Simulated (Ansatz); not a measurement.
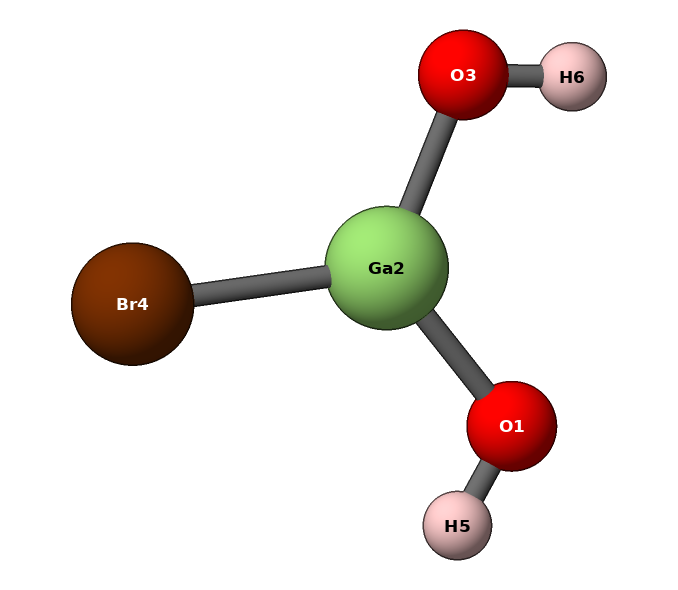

The questions are on Mulliken charges. The geometry was computed by an optimisation with PBE-D4/def2-SVP. No frequency run is at hand to confirm it as a minimum. Properties computed with RKS PBE-D4/def2-SVP (Ansatz 0.2.0).

Which atom carries the highest charge (most positive or least negative)?

Ga2 (0.53 e).

And the lowest?

O1, O3 (−0.36 e).

Give the Mulliken charges atom by atom.

```csv
atom,value (e)
O1,−0.36
Ga2,0.53
O3,−0.36
Br4,−0.19
H5,0.19
H6,0.19
```

Mulliken values depend strongly on the basis set and can even reverse the polarity of a bond.
